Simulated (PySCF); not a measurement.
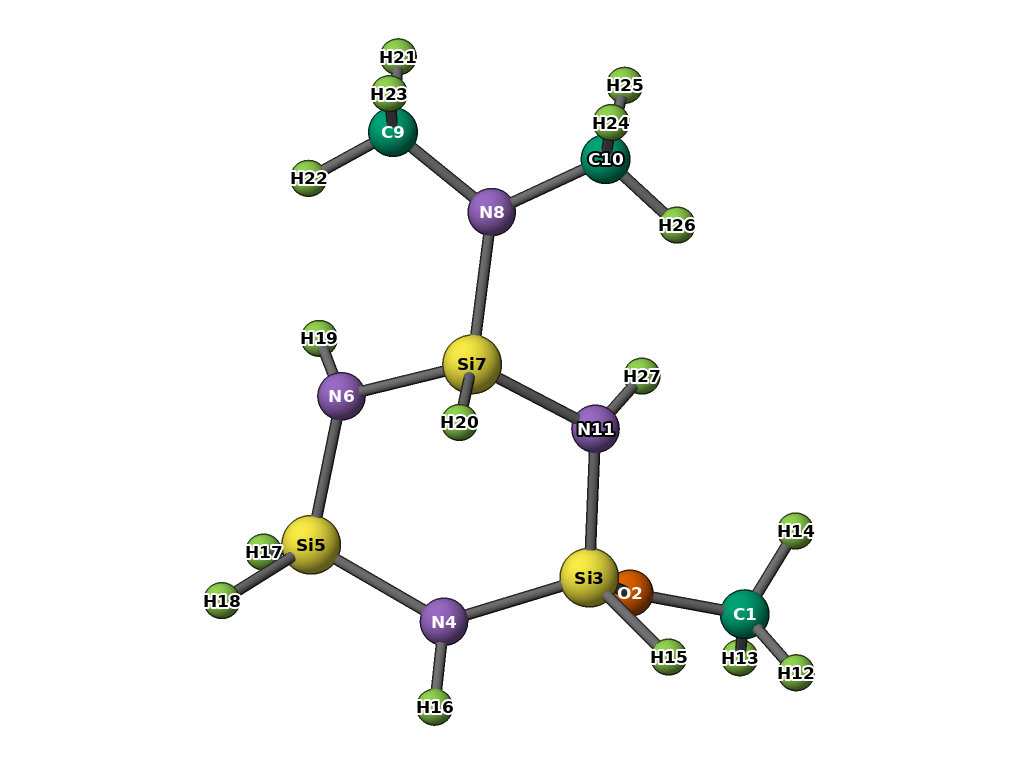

The questions are on isotropic NMR shieldings of the C atoms. Computed geometry: PBE0-D3(BJ)/def2-SVP optimisation. No frequency run is at hand to confirm it as a minimum. Properties computed with GIAO HF/pcSseg-1 NMR shielding, non-relativistic, gas phase (PySCF 2.14.0).

Give the isotropic NMR shieldings of the C atoms atom by atom.

```json
{"atom": "C1", "σ (ppm)": "144.1"}
{"atom": "C9", "σ (ppm)": "157.3"}
{"atom": "C10", "σ (ppm)": "157.3"}
```
